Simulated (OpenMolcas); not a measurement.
**Excited-state calculation, with input and output: SiH4 (part 2 of 2)**

SiH4, SMILES [SiH4]; FCI/STO-3G, RHF (OpenMolcas 26.06). The geometry comes from this level: PBE0-D4/def2-TZVP.

Geometry of the input (Å):
```
Si -0.0000  0.0000  -0.0001
H  0.9676  -0.6884  0.8909
H  -1.3310  0.0449  0.6560
H  -0.1051  -0.7403  -1.2826
H  0.4685  1.3838  -0.2642
```

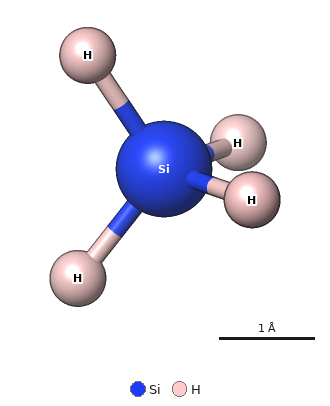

*The structure as given in the input (ball-and-stick view, seen at a tilt).*

### The program's output, continued
```
      ************************************************************************************************************************
      *                                                    Final results                                                     *
      ************************************************************************************************************************

++    Final optimization conditions:
      ------------------------------

      Average CI energy                            -287.52187176
      RASSCF energy for state  4                   -287.36907706
      Super-CI energy                                 0.00000000
      RASSCF energy change                            0.00000000
      Max change in MO coefficients               0.000E+00
      Max non-diagonal density matrix element     0.000E+00
      Maximum BLB matrix element                 -1.514E-02
      (orbital pair   5,  12 in symmetry   1)
      Norm of electronic gradient            3.858E-02
--

      Final state energy(ies):
      ------------------------

::    RASSCF root number  1 Total energy:   -287.98016294
::    RASSCF root number  2 Total energy:   -287.36914091
::    RASSCF root number  3 Total energy:   -287.36910615
::    RASSCF root number  4 Total energy:   -287.36907706
      Von Neumann Entropy (Root   1) =  0.41524

      Mulliken population analysis for root number:  1
      -----------------------------------------------

++    Molecular charges:
      ------------------

      Mulliken charges per centre
      ---------------------------

                SI1     H2      H3      H4      H5
      Total   13.4348  1.1413  1.1413  1.1413  1.1413

      N-E      0.5652 -0.1413 -0.1413 -0.1413 -0.1413

      Total electronic charge=   18.000000

      Total            charge=   -0.000000
--

      Expectation values of various properties for root number:  1
      -----------------------------------------------------------

++    Molecular properties:
      ---------------------

      Charge (e):
                      =   -0.0000
      Dipole Moment (debye):
      Origin of the operator (angstrom)=    0.0000   -0.0000   -0.0001
                   X=  7.1089E-06               Y=  4.4077E-05               Z= -5.5901E-04           Total=  5.6079E-04
      Quadrupole Moment (debye*angstrom):
      Origin of the operator (angstrom)=    0.0000   -0.0000   -0.0001
                  XX= -1.4752E+01              XY= -3.8284E-05              XZ=  1.8095E-05              YY= -1.4752E+01
                  YZ=  3.6925E-05              ZZ= -1.4752E+01
      In traceless form (debye*angstrom)
                  XX=  6.8098E-05              XY= -5.7426E-05              XZ=  2.7142E-05              YY=  3.7809E-05
                  YZ=  5.5387E-05              ZZ= -1.0591E-04
--

      Von Neumann Entropy (Root   2) =  2.03563

      Mulliken population analysis for root number:  2
      -----------------------------------------------

++    Molecular charges:
      ------------------

      Mulliken charges per centre
      ---------------------------

                SI1     H2      H3      H4      H5
      Total   13.6264  1.0791  1.0778  1.1431  1.0736

      N-E      0.3736 -0.0791 -0.0778 -0.1431 -0.0736

      Total electronic charge=   18.000000

      Total            charge=   -0.000000
--

      Expectation values of various properties for root number:  2
      -----------------------------------------------------------

++    Molecular properties:
      ---------------------

      Charge (e):
                      =   -0.0000
      Dipole Moment (debye):
      Origin of the operator (angstrom)=    0.0000   -0.0000   -0.0001
                   X=  4.6835E-02               Y=  3.4328E-01               Z=  5.0985E-01           Total=  6.1643E-01
      Quadrupole Moment (debye*angstrom):
      Origin of the operator (angstrom)=    0.0000   -0.0000   -0.0001
                  XX= -1.4192E+01              XY= -1.2821E-02              XZ= -2.9857E-02              YY= -1.4287E+01
                  YZ= -2.0303E-01              ZZ= -1.4599E+01
      In traceless form (debye*angstrom)
                  XX=  2.5134E-01              XY= -1.9231E-02              XZ= -4.4785E-02              YY=  1.0779E-01
                  YZ= -3.0455E-01              ZZ= -3.5913E-01
--

      Von Neumann Entropy (Root   3) =  2.04413

      Mulliken population analysis for root number:  3
      -----------------------------------------------

++    Molecular charges:
      ------------------

      Mulliken charges per centre
      ---------------------------

                SI1     H2      H3      H4      H5
      Total   13.6264  1.0773  1.0906  1.0685  1.1371

      N-E      0.3736 -0.0773 -0.0906 -0.0685 -0.1371

      Total electronic charge=   18.000000

      Total            charge=   -0.000000
--

      Expectation values of various properties for root number:  3
      -----------------------------------------------------------

++    Molecular properties:
      ---------------------

      Charge (e):
                      =   -0.0000
      Dipole Moment (debye):
      Origin of the operator (angstrom)=    0.0000   -0.0000   -0.0001
                   X= -6.9360E-02               Y= -5.6242E-01               Z= -2.5120E-02           Total=  5.6723E-01
      Quadrupole Moment (debye*angstrom):
      Origin of the operator (angstrom)=    0.0000   -0.0000   -0.0001
                  XX= -1.4292E+01              XY= -1.6644E-01              XZ=  8.8043E-02              YY= -1.4528E+01
                  YZ=  1.6095E-01              ZZ= -1.4257E+01
      In traceless form (debye*angstrom)
                  XX=  1.0024E-01              XY= -2.4966E-01              XZ=  1.3206E-01              YY= -2.5365E-01
                  YZ=  2.4143E-01              ZZ=  1.5341E-01
--

      Von Neumann Entropy (Root   4) =  2.05109

      Mulliken population analysis for root number:  4
      -----------------------------------------------

++    Molecular charges:
      ------------------

      Mulliken charges per centre
      ---------------------------

                SI1     H2      H3      H4      H5
      Total   13.6265  1.1237  1.1118  1.0683  1.0698

      N-E      0.3735 -0.1237 -0.1118 -0.0683 -0.0698

      Total electronic charge=   18.000000

      Total            charge=   -0.000000
--

      Expectation values of various properties for root number:  4
      -----------------------------------------------------------

++    Molecular properties:
      ---------------------

      Charge (e):
                      =   -0.0000
      Dipole Moment (debye):
      Origin of the operator (angstrom)=    0.0000   -0.0000   -0.0001
                   X=  2.1405E-02               Y=  2.1338E-01               Z= -4.8297E-01           Total=  5.2844E-01
      Quadrupole Moment (debye*angstrom):
      Origin of the operator (angstrom)=    0.0000   -0.0000   -0.0001
                  XX= -1.4594E+01              XY=  1.7724E-01              XZ= -5.7246E-02              YY= -1.4266E+01
                  YZ=  4.4831E-02              ZZ= -1.4218E+01
      In traceless form (debye*angstrom)
                  XX= -3.5153E-01              XY=  2.6586E-01              XZ= -8.5870E-02              YY=  1.3926E-01
                  YZ=  6.7247E-02              ZZ=  2.1228E-01
--

      Average orbitals are written to the RASORB file
      Natural orbitals for root   1 are written to the RASORB.1 file
      Natural orbitals for root   2 are written to the RASORB.2 file
      Natural orbitals for root   3 are written to the RASORB.3 file
      Natural orbitals for root   4 are written to the RASORB.4 file
      Spin density orbitals for root   1 are written to the SPDORB.1 file
      Spin density orbitals for root   2 are written to the SPDORB.2 file
      Spin density orbitals for root   3 are written to the SPDORB.3 file
      Spin density orbitals for root   4 are written to the SPDORB.4 file

--- Stop Module: rasscf /rc=_RC_ALL_IS_WELL_ ---
           step3.RasOrb.4 step3.rasscf.h5 step3.SpdOrb.1 step3.SpdOrb.2 step3.SpdOrb.3 step3.SpdOrb.4 xmldump
--- Module rasscf spent 1 second ---

--- Start Module: rassi ---

                                               &RASSI

                       available to each process: 1.9 GB of memory, 1 thread

      ********************************************************************************
      *                             General data section                             *
      ********************************************************************************

   Specific data for JOBIPH file JOBIPH
   -------------------------------------

   Header from SEWARD:

   CASSCF title (first line only):
       (No title given)

  STATE IRREP:                1
  SPIN MULTIPLICITY:          1
  ACTIVE ELECTRONS:           8
  MAX RAS1 HOLES:             0
  MAX RAS3 ELECTRONS:         0
  NR OF CONFIG:            1764

   The following data are common to all the states:
   ------------------------------------------------
   (note: frozen counts as inactive, deleted as secondary)

      Nr of irreps: 1

                 Total     No./Irrep
      Irrep                  1
                             a

      INACTIVE       5       5
      ACTIVE         8       8
      SECONDARY      0       0
      BASIS         13      13

      RAS1           0       0
      RAS2           8       8
      RAS3           0       0

        MATRIX ELEMENTS WILL BE COMPUTED FOR THE FOLLOWING ONE-ELECTRON OPERATORS, UNLESS ZERO BY SYMMETRY.
   (Herm=Hermitian, Anti=Antihermitian, Sing=Singlet operator, Trip=Triplet operator)
     MLTPL  0   1 (HERMSING)     MLTPL  1   1 (HERMSING)     MLTPL  1   2 (HERMSING)
     MLTPL  1   3 (HERMSING)     MLTPL  2   1 (HERMSING)     MLTPL  2   2 (HERMSING)
     MLTPL  2   3 (HERMSING)     MLTPL  2   4 (HERMSING)     MLTPL  2   5 (HERMSING)
     MLTPL  2   6 (HERMSING)     VELOCITY   1 (ANTISING)     VELOCITY   2 (ANTISING)
     VELOCITY   3 (ANTISING)     ANGMOM     1 (ANTISING)     ANGMOM     2 (ANTISING)
     ANGMOM     3 (ANTISING)     MLTPV  2   1 (ANTISING)     MLTPV  2   2 (ANTISING)
     MLTPV  2   3 (ANTISING)     MLTPV  2   4 (ANTISING)     MLTPV  2   5 (ANTISING)
     MLTPV  2   6 (ANTISING)

       EIGENSTATES OF A SPIN-FREE HAMILTONIAN WILL BE COMPUTED BASED ON:

  A Hamiltonian matrix computed by RASSI.

  Nr of states:                    4

   State:        1   2   3   4
  JobIph:        1   1   1   1
 Root nr:        1   2   3   4

  HAMILTONIAN MATRIX FOR THE ORIGINAL STATES:

  Diagonal, with energies
   -287.98016294   -287.36914091   -287.36910615   -287.36907706

      OVERLAP MATRIX FOR THE ORIGINAL STATES:

  Diagonal, with elements
      1.00000000      1.00000000      1.00000000      1.00000000

::    RASSI State    1     Total energy:    -287.98016294193377
::    RASSI State    2     Total energy:    -287.36914090669109
::    RASSI State    3     Total energy:    -287.36910614535589
::    RASSI State    4     Total energy:    -287.36907706101556

      ****************************************************************************************************
      *                                         Spin-free section                                        *
      *                 Note: index according to input order, order according to energy.                 *
      ****************************************************************************************************

  SPIN-FREE ENERGIES:
  (Shifted by EMIN (a.u.) =       -287.9801629419)

 SF State       Relative EMIN(au)   Rel lowest level(eV)    D:o, cm**(-1)

     1             0.0000000000        0.0000000000              0.0000
     2             0.6110220352       16.6267566058         134103.8359
     3             0.6110567966       16.6277025099         134111.4652
     4             0.6110858809       16.6284939351         134117.8484

++ Dipole transition strengths (spin-free states):
   -----------------------------------------------
     for osc. strength at least  1.00000000E-05

  ( Max oscillator strength is only    7.8440048652515325E-007 )
--

++ Velocity transition strengths (spin-free states):
   -------------------------------------------------
     for osc. strength at least  1.00000000E-05

      From   To        Osc. strength     Einstein coefficients Ax, Ay, Az (sec-1)    Total A (sec-1)
     -----------------------------------------------------------------------------------------------
         2    3       1.35556974E-04  3.64720869E-04  3.13741713E-03  1.76076841E-03  5.26290641E-03
         2    4       3.96859251E-05  3.55204545E-03  1.47070128E-03  1.74943163E-04  5.19768989E-03
         3    4       2.06489526E-04  5.50182979E-03  1.10293239E-04  2.09347327E-09  5.61212513E-03
     -----------------------------------------------------------------------------------------------
--

++ Length and velocity gauge comparison (spin-free states):
   --------------------------------------------------------

 --------------------------------------------------
 A comparison between the dipole oscillator strengths in
 length and velocity gauge will be performed

     All dipole oscillator differences above the tolerance of   1.00000000E-01  will be printed

 Due to basis set deficiency these oscillator may be problematic

 The tolerance is defined as ABS(1-O_l/O_v)
 O_l : dipole oscillator strength in length gauge
 O_p : dipole oscillator strength in velocity gauge
 --------------------------------------------------

  Problematic transitions have been found

      From   To       Difference (%) Osc. st. (len.) Osc. st. (vel.)
     ---------------------------------------------------------------
         2    3      --------------- below threshold  1.35556974E-04
         2    4      --------------- below threshold  3.96859251E-05
         3    4      --------------- below threshold  2.06489526E-04
     ---------------------------------------------------------------

 Number of problematic transitions =                     3

--

 Electric-dipole - electric-octupole not included
 Electric-dipole - magnetic-quadrupole not included

      ****************************************************************************************************
      *                                    Special properties section                                    *
      ****************************************************************************************************

--- Stop Module: rassi /rc=_RC_ALL_IS_WELL_ ---

.##################.
.# Happy landing! #.
.##################.

    Timing: Wall=2.55 User=1.96 System=0.39
```

### Results in brief

| quantity | value |
| --- | --- |
| outcome | converged |
| total energy | −287.980163 hartree |
| basis functions | 13 |
| lowest singlet excitation | 16.63 eV |
| wall time | 2.7 s |
| peak memory | 0.37 GiB |
